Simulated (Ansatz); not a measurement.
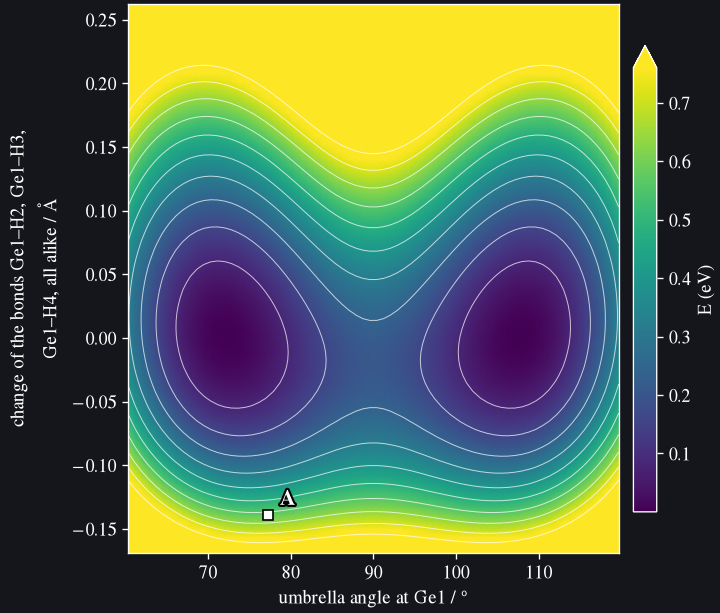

GeH3, SMILES [GeH3], spin multiplicity 2. Coordinates scanned: (1) umbrella angle at Ge1 (between each of its bonds and their common axis; 90 is planar); (2) change of the bonds Ge1–H2, Ge1–H3, Ge1–H4, all alike. Nothing is relaxed (all other coordinates rigid). The grid has 15 × 15 points; 120 points were computed and 105 follow by symmetry. Points are written as (first, second). All energies are given in eV relative to the relaxed molecule at the same level. These are results of UKS PBE0-D4/def2-TZVP in Ansatz, not measurements.

Drawn: a smooth colour map with a few white contour lines, one colour for all values above the top of the scale, the point A. Between grid points the surface is interpolated.

### Is A at rest? If not, where is it pushed?

A, at (77.3°, −0.139 Å), is not a stationary point. The computed force is 0.004 eV for each degree towards smaller values of the first coordinate and 9.1 eV for each Å towards larger values of the second coordinate.
